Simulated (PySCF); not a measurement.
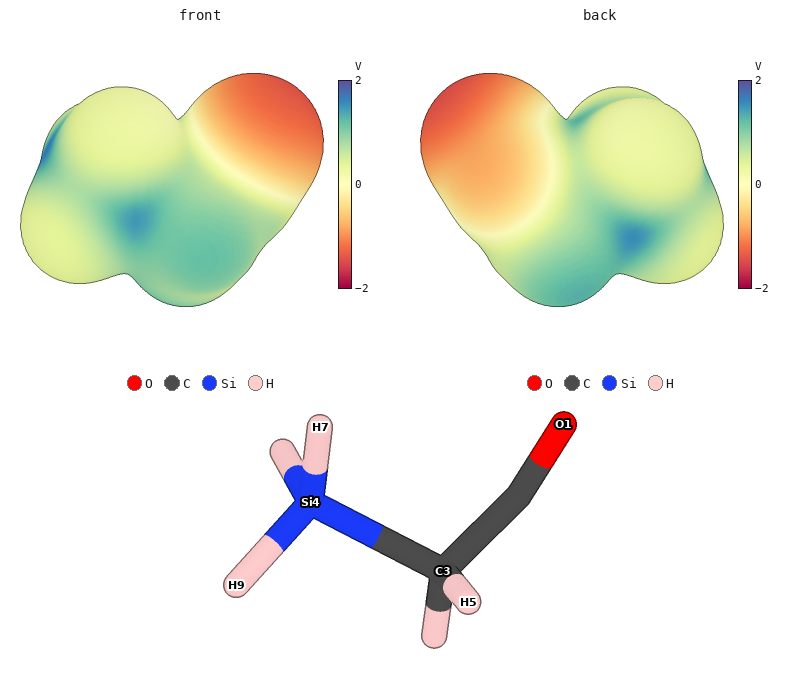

C2H5OSi (SMILES O=[C]C[SiH3]) (doublet). The electrostatic potential painted on the density surface at 0.002 e/bohr³, seen from the front and from behind; the colour scale runs from red (negative) to blue (positive). The bare structure is drawn below in the same view.

Geometry: GFN2-xTB.

Method: UKS B3LYP, pcH-1 on C H O Si, non-relativistic, mean-field spin-orbit, GIAO in PySCF 2.14.0, density-fitted response routines.

```yaml
atoms:
  - { symbol: O, position_ang: [1.3578, 1.8663, -0.8951] }
  - { symbol: C, position_ang: [1.2914, 0.6723, -0.8833] }
  - { symbol: C, position_ang: [0.8132, -0.2860, 0.1043] }
  - { symbol: Si, position_ang: [-1.1120, -0.2271, 0.1602] }
  - { symbol: H, position_ang: [1.1959, -0.0305, 1.0974] }
  - { symbol: H, position_ang: [1.1374, -1.2960, -0.1447] }
  - { symbol: H, position_ang: [-1.5277, 1.0632, 0.7007] }
  - { symbol: H, position_ang: [-1.6202, -0.4269, -1.1959] }
  - { symbol: H, position_ang: [-1.5222, -1.3294, 1.0311] }
```

**Where is the surface potential most negative and most positive?**

The most negative region (about −1.4 V) lies over O1, the most positive (about +1.5 V) over Si4. O1 is the likeliest acceptor of a hydrogen bond.
